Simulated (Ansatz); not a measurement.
# FGeH2O2 radical: geometry and vibrations

Aim: relax FGeH2O2 radical from a cheap starting geometry, check the end point by its vibrations and derive ideal-gas thermochemistry, and look at its orbitals and charge.

Method: UKS PBE0-D4/def2-TZVP; program: Ansatz 0.2.0, Gaussian basis.

Plan: relaxation at PBE-D4/def2-SVP; relaxation at PBE0-D4/def2-TZVP; harmonic vibrations at the same level; a single point in def2-TZVPP for the fields.

## Step 1: The system as given

SMILES `[OH][Ge]([OH])[F]`, 6 atoms, charge 0, spin multiplicity 2.

Atoms are counted from 1 here; the program's logs count them from 0.

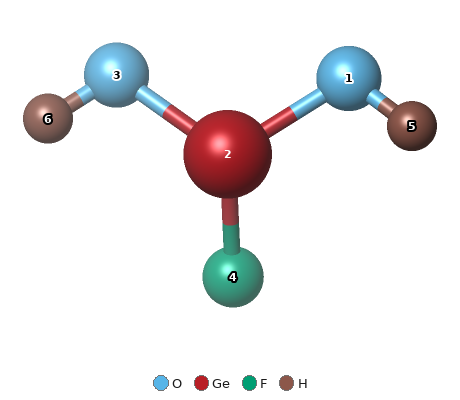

Start geometry, drawn with oxygen blue, germanium red, fluorine teal, hydrogen brown; atoms are numbered from 1 in the order of the file.

Coordinates:

```
O    -0.7039    1.3582   -0.4026
Ge    0.1261   -0.1533   -0.3274
O     1.1651   -0.1469    1.0946
F    -0.9466   -1.4603   -0.2022
H    -1.2779    1.3349   -1.2679
H     1.6793   -0.9965    1.0593
```

The start is a force-field geometry with small random shifts, so a cheaper pass at PBE-D4/def2-SVP comes first.

## Step 2: Relaxation at PBE-D4/def2-SVP (cheap first pass)

The input, in.yaml:

```yaml
crystal:
  periodic: [false, false, false]
  atoms:
    - {symbol: O, position_ang: [-0.703900, 1.358200, -0.402600]}
    - {symbol: Ge, position_ang: [0.126100, -0.153300, -0.327400]}
    - {symbol: O, position_ang: [1.165100, -0.146900, 1.094600]}
    - {symbol: F, position_ang: [-0.946600, -1.460300, -0.202200]}
    - {symbol: H, position_ang: [-1.277900, 1.334900, -1.267900]}
    - {symbol: H, position_ang: [1.679300, -0.996500, 1.059300]}
basis:
  gaussian: {orbitals: def2-SVP}
magnetization: {spin_polarized: true, initial_magnetization: 1}
hamiltonian: {xc: pbe, dispersion: d4}
relax: {f_tol: 0.03, max_steps: 200}
```

On the command line:

```
$ ansatz run in.yaml --threads 2 --pin off --events-out ev --progress --plain --max-ram 22528MiB --backend cpu
```

Output, cut to the lines that bear on the results:

```text
Functional definition: PBE
  name "PBE"
  cite "Perdew, Burke & Ernzerhof, Phys. Rev. Lett. 77, 3865 (1996) doi:10.1103/PhysRevLett.77.3865"
  parent pbe
[...]
901 factors; their error is unknown
[...]
mean field -63334.78400259 eV, -2327.5103822366 hartree, gradient 1.9e-5 eV, S^2 0.751325; 0 other end points of the search recorded, 0 dependent functions left out
[...]
reference -63334.78403287 eV, -2327.5103833494 hartree; 30, 29 occupied and 54, 55 virtual orbitals, 901 factors
relax step   1: F+E_penalty+E_count = -63334.88192731 eV  Δ(F+E_penalty+E_count) = +0.000e0 eV  max|allowed force component| = 2.351e0 eV/Å  Δτ_max = 0.0000 Å  (29 SCF iters, accepted)
[...]
relax step   5: F+E_penalty+E_count = -63335.22245211 eV  Δ(F+E_penalty+E_count) = -1.066e-3 eV  max|allowed force component| = 1.070e-1 eV/Å  Δτ_max = 0.0378 Å  (28 SCF iters, accepted)
[...]
relax step   6: F+E_penalty+E_count = -63335.22285460 eV  Δ(F+E_penalty+E_count) = -4.025e-4 eV  max|allowed force component| = 1.025e-2 eV/Å  Δτ_max = 0.0098 Å  (29 SCF iters, accepted)
901 factors; their error is unknown
[...]
mean field -63335.12528263 eV, -2327.5229240467 hartree, gradient 4.9e-5 eV, S^2 0.751552; 1 other end points of the search recorded, 0 dependent functions left out
[...]
reference -63335.12531200 eV, -2327.5229251261 hartree; 30, 29 occupied and 54, 55 virtual orbitals, 901 factors
Total energy: -63335.22288397 eV, -2327.5265108301 hartree
Atom 0 at    -0.654467     1.362884    -0.445934 Å, force     0.005383     0.009502     0.007178 eV/Å
Atom 1 at     0.208103    -0.214884    -0.473884 Å, force    -0.001149    -0.010250    -0.001276 eV/Å
Atom 2 at     1.225759    -0.101309     1.004245 Å, force    -0.000402     0.010029     0.002421 eV/Å
Atom 3 at    -0.983643    -1.513518    -0.228966 Å, force     0.001861    -0.001305    -0.000787 eV/Å
Atom 4 at    -1.354780     1.379089    -1.127420 Å, force    -0.003675    -0.003131    -0.004151 eV/Å
Atom 5 at     1.601128    -0.976162     1.225759 Å, force    -0.002019    -0.004845    -0.003385 eV/Å
Dipole moment:     0.124941    -0.134227    -0.305782 e Å
```

Wall time 15 s (2 threads of AMD EPYC 7R13, shared host).

Relaxation path:

```tsv
step	energy from step 1 (eV)	largest force component (eV/Å)
1	0.0000	2.3506
2	-0.2765	1.0430
3	-0.3359	0.1415
4	-0.3395	0.0636
5	-0.3405	0.1070
6	-0.3409	0.0103
```

Close pairs (by a distance rule), those that changed most:

```tsv
bond	before (Å)	after (Å)	change (Å)
Ge2–F4	1.695	1.780	+0.084
O1–Ge2	1.726	1.798	+0.072
O1–H5	1.039	0.977	-0.061
Ge2–O3	1.761	1.798	+0.037
O3–H6	0.994	0.977	-0.016
```

## Step 3: Geometry optimisation, PBE0-D4/def2-TZVP

The input, in.yaml:

```yaml
crystal:
  periodic: [false, false, false]
  atoms:
    - {symbol: O, position_ang: [-0.654467, 1.362884, -0.445934]}
    - {symbol: Ge, position_ang: [0.208103, -0.214884, -0.473884]}
    - {symbol: O, position_ang: [1.225759, -0.101309, 1.004245]}
    - {symbol: F, position_ang: [-0.983643, -1.513518, -0.228966]}
    - {symbol: H, position_ang: [-1.354780, 1.379089, -1.127420]}
    - {symbol: H, position_ang: [1.601128, -0.976162, 1.225759]}
basis:
  gaussian: {orbitals: def2-TZVP}
magnetization: {spin_polarized: true, initial_magnetization: 1}
hamiltonian: {xc: pbe0, dispersion: d4}
relax: {f_tol: 0.005, max_steps: 150}
```

The command is unchanged.

Output, cut to the lines that bear on the results:

```text
Functional definition: PBE0
  name "PBE0"
  cite "Adamo & Barone, J. Chem. Phys. 110, 6158 (1999) doi:10.1063/1.478522"
  cite "Perdew, Burke & Ernzerhof, Phys. Rev. Lett. 77, 3865 (1996) doi:10.1103/PhysRevLett.77.3865"
  parent pbe
[...]
947 factors; their error is unknown
[...]
mean field -63352.21908307 eV, -2328.1511096264 hartree, gradient 4.4e-5 eV, S^2 0.753866; 0 other end points of the search recorded, 0 dependent functions left out
[...]
reference -63352.21910480 eV, -2328.1511104251 hartree; 30, 29 occupied and 123, 124 virtual orbitals, 947 factors
relax step   1: F+E_penalty+E_count = -63352.30041030 eV  Δ(F+E_penalty+E_count) = +0.000e0 eV  max|allowed force component| = 8.410e-1 eV/Å  Δτ_max = 0.0000 Å  (31 SCF iters, accepted)
[...]
947 factors; their error is unknown
[...]
mean field -63352.26993335 eV, -2328.1529783398 hartree, gradient 4.5e-5 eV, S^2 0.753226; 1 other end points of the search recorded, 0 dependent functions left out
[...]
reference -63352.26995495 eV, -2328.1529791336 hartree; 30, 29 occupied and 123, 124 virtual orbitals, 947 factors
Total energy: -63352.35177030 eV, -2328.1559857922 hartree
Atom 0 at    -0.639754     1.341488    -0.464064 Å, force     0.000514     0.001340     0.000939 eV/Å
Atom 1 at     0.211372    -0.204776    -0.465624 Å, force    -0.001461    -0.002959    -0.001660 eV/Å
Atom 2 at     1.220457    -0.112458     0.979163 Å, force     0.000177     0.001627     0.001248 eV/Å
Atom 3 at    -0.962196    -1.482700    -0.231541 Å, force     0.000983     0.001057    -0.000253 eV/Å
Atom 4 at    -1.362661     1.364180    -1.098200 Å, force    -0.000544    -0.000217    -0.000344 eV/Å
Atom 5 at     1.574882    -0.969634     1.234066 Å, force     0.000331    -0.000847     0.000070 eV/Å
Dipole moment:     0.138073    -0.139092    -0.325952 e Å
```

Wall time 43 s (2 threads of AMD EPYC 7R13, shared host); peak memory 0.47 GiB.

The steps of the relaxation: (the energy doesn't fall at every step)

```tsv
step	energy from step 1 (eV)	largest force component (eV/Å)
1	0.0000	0.8410
2	-0.0398	0.3911
3	-0.0501	0.0470
4	-0.0510	0.0233
5	-0.0465	0.2944
6	-0.0513	0.0074
7	-0.0513	0.0030
```

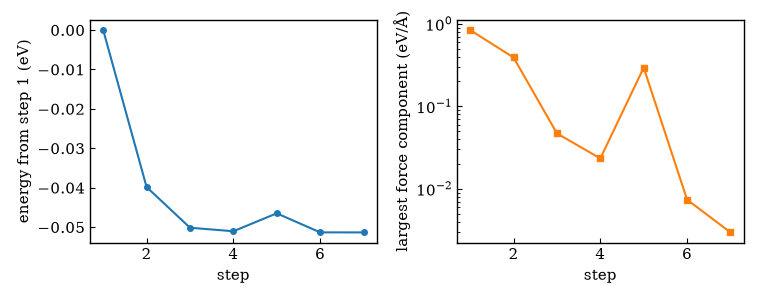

Energy and largest force along the relaxation.

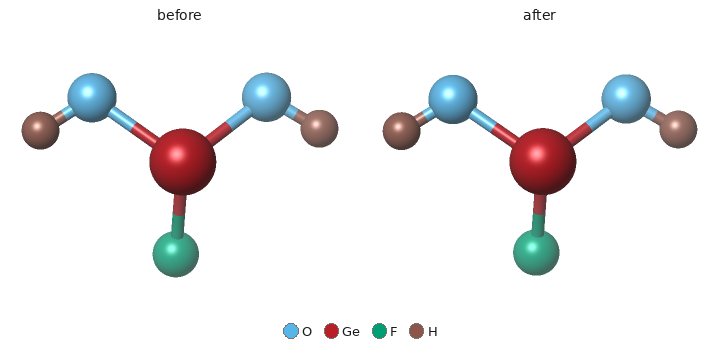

The geometry before (left) and after (right).

Distances of close pairs at the start and the end, largest changes first:

```tsv
bond	before (Å)	after (Å)	change (Å)
Ge2–O3	1.798	1.765	-0.033
O1–Ge2	1.798	1.765	-0.033
Ge2–F4	1.780	1.751	-0.029
O3–H6	0.977	0.962	-0.015
O1–H5	0.977	0.962	-0.015
```

Mulliken charges of the relaxed molecule (report file):

```tsv
atom	value (e)
O1	-0.51
Ge2	0.74
O3	-0.51
F4	-0.37
H5	0.32
H6	0.32
```

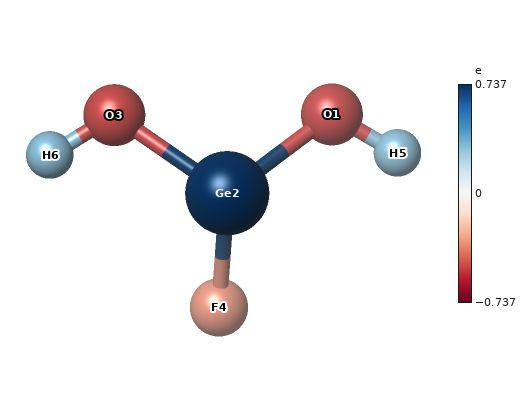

Mulliken charges of the relaxed molecule (report file), as colours on the atoms.

## Step 4: Harmonic vibrations

The input, in.yaml:

```yaml
crystal:
  periodic: [false, false, false]
  atoms:
    - {symbol: O, position_ang: [-0.639754, 1.341488, -0.464064]}
    - {symbol: Ge, position_ang: [0.211372, -0.204776, -0.465624]}
    - {symbol: O, position_ang: [1.220457, -0.112458, 0.979163]}
    - {symbol: F, position_ang: [-0.962196, -1.482700, -0.231541]}
    - {symbol: H, position_ang: [-1.362661, 1.364180, -1.098200]}
    - {symbol: H, position_ang: [1.574882, -0.969634, 1.234066]}
basis:
  gaussian: {orbitals: def2-TZVP}
magnetization: {spin_polarized: true, initial_magnetization: 1}
hamiltonian: {xc: pbe0, dispersion: d4}
phonons: {temperatures: {t_min: 298.15, t_max: 900, t_step: 200}}
```

The command is unchanged.

Output, cut to the lines that bear on the results:

```text
Functional definition: PBE0
  name "PBE0"
  cite "Adamo & Barone, J. Chem. Phys. 110, 6158 (1999) doi:10.1063/1.478522"
  cite "Perdew, Burke & Ernzerhof, Phys. Rev. Lett. 77, 3865 (1996) doi:10.1103/PhysRevLett.77.3865"
  parent pbe
[...]
947 factors; their error is unknown
[...]
mean field -63352.26993110 eV, -2328.1529782571 hartree, gradient 3.6e-5 eV, S^2 0.753226; 0 other end points of the search recorded, 0 dependent functions left out
[...]
reference -63352.26995269 eV, -2328.1529790504 hartree; 30, 29 occupied and 123, 124 virtual orbitals, 947 factors
[...]
947 factors; their error is unknown
mean field -63352.26981120 eV, -2328.1529738508 hartree, gradient 1.0e-6 eV, S^2 0.753219; 0 other end points of the search recorded, 0 dependent functions left out
[...]
reference -63352.26983279 eV, -2328.1529746444 hartree; 30, 29 occupied and 123, 124 virtual orbitals, 947 factors
[...]
reference -63352.26993535 eV, -2328.1529784133 hartree; 30, 29 occupied and 123, 124 virtual orbitals, 947 factors
Total energy: -63352.35176803 eV, -2328.1559857089 hartree
Atom 0 at    -0.639754     1.341488    -0.464064 Å, force     0.000510     0.001321     0.000921 eV/Å
Atom 1 at     0.211372    -0.204776    -0.465624 Å, force    -0.001442    -0.002882    -0.001659 eV/Å
Atom 2 at     1.220457    -0.112458     0.979163 Å, force     0.000169     0.001591     0.001240 eV/Å
Atom 3 at    -0.962196    -1.482700    -0.231541 Å, force     0.000965     0.001019    -0.000234 eV/Å
Atom 4 at    -1.362661     1.364180    -1.098200 Å, force    -0.000536    -0.000210    -0.000341 eV/Å
Atom 5 at     1.574882    -0.969634     1.234066 Å, force     0.000335    -0.000839     0.000073 eV/Å
Dipole moment:     0.138073    -0.139093    -0.325952 e Å
Vibrations: 33.39 192.04 234.19 262.49 269.55 663.90 705.31 720.44 875.14 921.24 3877.38 3878.60 cm⁻¹, zero-point energy 0.783189 eV
```

Run time: 2.2 min. Hardware: 2 threads of AMD EPYC 7R13, shared host; peak memory 0.46 GiB.

Motions are named by where the mode's potential energy lies. The modes, unscaled (a negative number is an imaginary wavenumber):

```tsv
mode	cm⁻¹	motion
1	33	torsion
2	192	bend with torsion
3	234	bend with torsion
4	262	torsion with bend
5	270	torsion with bend
6	664	Ge–F stretch
7	705	Ge–O stretch
8	720	Ge–O stretch
9	875	bend
10	921	bend
11	3877	O–H stretch
12	3879	O–H stretch
```

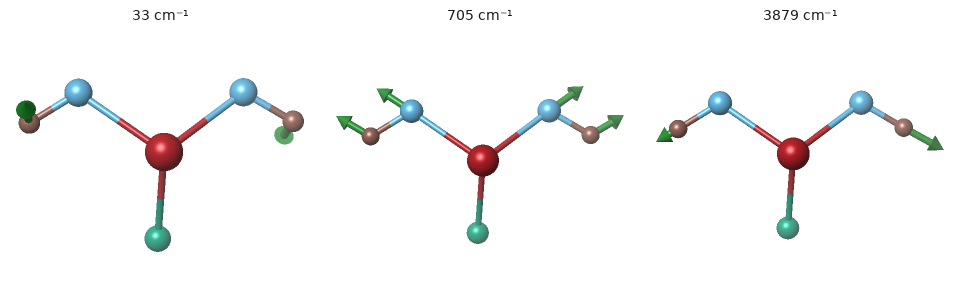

How the atoms move in 3 of the modes.

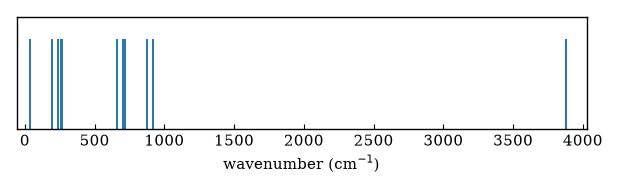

The harmonic wavenumbers as sticks (no intensities were computed).

From these modes and the moments of inertia (298.15 K, 1 bar, symmetry number 1):

```tsv
term	value
zero-point energy	18.1 kcal/mol
H(298) − E	22.5 kcal/mol
entropy, electronic degeneracy	5.8 J/(mol K)
entropy, translation	169.1 J/(mol K)
entropy, rotation	106.3 J/(mol K)
entropy, vibration	59.1 J/(mol K)
entropy, total	340.3 J/(mol K)
```

## Step 5: A single point for the fields

in.yaml: that of step 4 with these lines changed.

```diff
@@ -10,5 +10,5 @@
 basis:
-  gaussian: {orbitals: def2-TZVP}
+  gaussian: {orbitals: def2-TZVPP}
 magnetization: {spin_polarized: true, initial_magnetization: 1}
 hamiltonian: {xc: pbe0, dispersion: d4}
-phonons: {temperatures: {t_min: 298.15, t_max: 900, t_step: 200}}
+output: {orbitals: {seedname: orbitals}}
```

The command is unchanged.

Output:

```text
Functional definition: PBE0
  name "PBE0"
  cite "Adamo & Barone, J. Chem. Phys. 110, 6158 (1999) doi:10.1063/1.478522"
  cite "Perdew, Burke & Ernzerhof, Phys. Rev. Lett. 77, 3865 (1996) doi:10.1103/PhysRevLett.77.3865"
  parent pbe
  parameter a = 0.25
  parameter kappa = 0.804
  parameter beta = 0.06672455060314922
  exchange = (1 - a)*pbe_x(kappa = kappa, mu = beta*pi^2/3) + a*exact_x
  correlation = pbe_c(beta = beta)
977 factors; their error is unknown
mean field evaluation 1: about -63341.7286 eV, gradient 5.7e1 eV
mean field evaluation 2: about -63313.5008 eV, gradient 1.0e2 eV
mean field evaluation 4: about -63351.8906 eV, gradient 8.1e0 eV
mean field evaluation 8: about -63352.3602 eV, gradient 1.7e-1 eV
mean field evaluation 16: about -63352.3603 eV, gradient 2.9e-5 eV
mean field -63352.36031775 eV, -2328.1562999053 hartree, gradient 2.9e-5 eV, S^2 0.753222; 0 other end points of the search recorded, 0 dependent functions left out
reference -63352.36033979 eV, -2328.1563007150 hartree; 30, 29 occupied and 139, 140 virtual orbitals, 977 factors
Total energy: -63352.44215513 eV, -2328.1593073735 hartree
```

Run time: 5.5 s. Hardware: 2 threads of AMD EPYC 7R13, shared host; peak memory 0.49 GiB.

Orbitals, density, ELF and potential are computed afterwards from the orbital file.

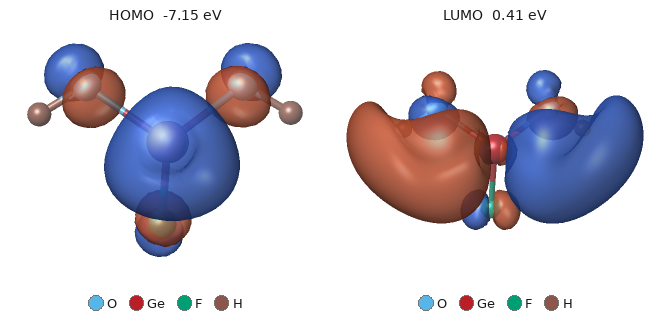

Frontier orbitals at PBE0-D4/def2-TZVPP (alpha spin); each surface holds 70 % of the orbital's density, blue and red mark the sign.

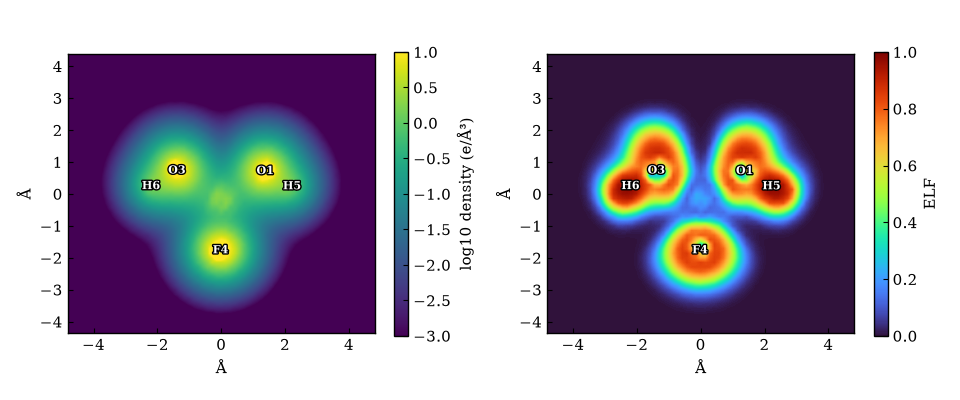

Density (left) and ELF (right) in a plane through or near 5 of the atoms.

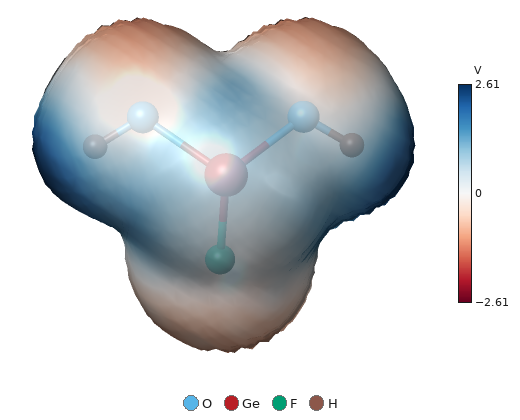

Electrostatic potential on the surface of density 0.002 e/bohr³; red is low, blue high. It runs, from the 1st to the 99th percentile, from -1.24 V near O3 to 2.61 V near H5.

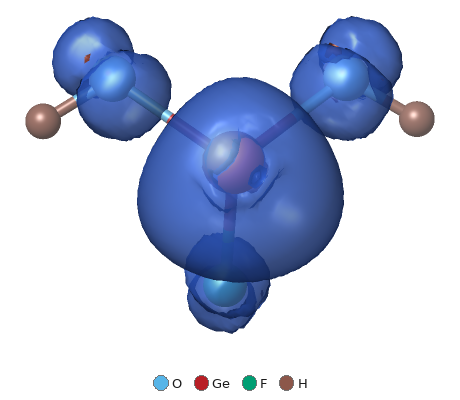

Spin density at ±0.03 e/Å³ (alpha excess blue, beta excess red).

## Step 6: Outcome

```
                  quantity            value
               point group               Cs
                     steps            6 + 7
shift from the start (rms)          0.150 Å
              total energy   -63352.3518 eV
           dispersion term          -82 meV
             dipole moment           1.83 D
lowest, highest wavenumber    33, 3879 cm⁻¹
         zero-point energy    18.1 kcal/mol
       entropy at 298.15 K  340.3 J/(mol K)
   HOMO, LUMO (alpha spin)   -7.15, 0.41 eV
```

In words: The relaxed geometry lies 0.15 Å (rms) from the start; the bond that changed most is O1–H5, from 1.039 to 0.962 Å. All wavenumbers are real, so the end point is a minimum. The stiffest mode, 3879 cm⁻¹, is an O–H stretch, and 2 modes under 200 cm⁻¹ make the vibrational entropy uncertain. Harmonic hybrid wavenumbers usually lie a few per cent above measured fundamentals. The largest Mulliken charge, +0.74 e, sits on Ge2. The alpha HOMO lies mostly on Ge2 56 %; O1, O3 about 15 % each and the LUMO on Ge2 28 %; H5, H6 about 23 % each. The unpaired spin sits mainly on Ge2 60 %; O1, O3 about 13 % each.
